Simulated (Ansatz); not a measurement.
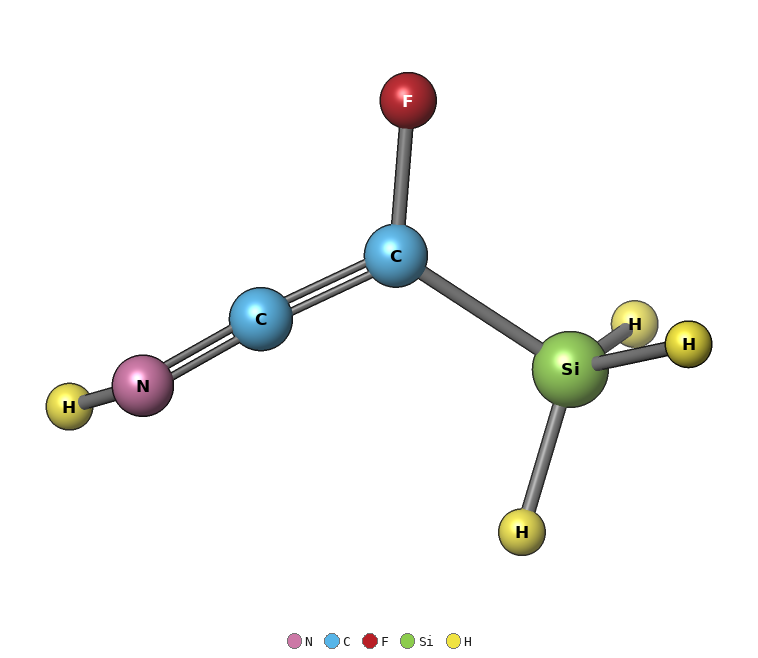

Orthographic view. Atoms fade into the background with distance from the viewer. The geometry was computed by an optimisation with PBE0-D4/def2-TZVP.

Write the InChI string.

Answer. InChI=1S/C2H4FNSi/c3-2(5)1-4/h4H,5H3
